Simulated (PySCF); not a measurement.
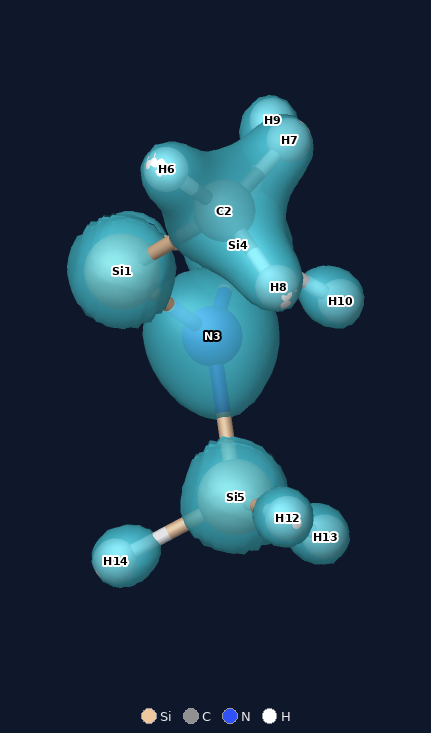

*CH9NSi3 (triplet). Isosurface of the electron density at 1 e/Å³ (cyan), seen at an oblique angle.*

Geometry: GFN2-xTB.

Method: PySCF 2.14.0, density-fitted response routines, UKS B3LYP, pcH-1 on C H N Si, non-relativistic, mean-field spin-orbit, GIAO.

Input

```
{"job": {"kind": "epr", "basis": "pcH-1"}, "charge": 0, "multiplicity": 3}
Si     0.744256    -0.321387     1.241809
C      2.434061    -0.515605     0.342482
N     -0.552317     0.117636     0.139634
Si    -1.050374     1.782782     0.091411
Si    -1.422331    -1.247302    -0.502024
H      3.212612    -0.763215     1.053016
H      2.695339     0.411960    -0.158143
H      2.370550    -1.305264    -0.400656
H      0.178320     2.575868     0.049846
H     -1.850968     1.989666    -1.114719
H     -1.837446     2.085850     1.290059
H     -0.421416    -2.143184    -1.085774
H     -2.344648    -0.771017    -1.533080
H     -2.155638    -1.896789     0.586140
```

Command:

```sh
OMP_NUM_THREADS=1 python cluster_run.py task.json out
```

Q: What does this surface tell about the bonding?

A: At this value the surface falls into eleven separate pieces. It bridges the sampled C–H (1.08 Å) contacts, where the density stays above the isovalue. It is pinched off along the sampled Si–N (1.74 Å), C–Si (1.92 Å) and Si–H (1.46 Å) contacts. On the grid the lowest density along these lines, outside the cores, is 0.86 e/Å³ (Si–N, 1.74 Å), 0.73 e/Å³ (C–Si, 1.92 Å), 1.9 e/Å³ (C–H, 1.08 Å) and 0.83 e/Å³ (Si–H, 1.46 Å).
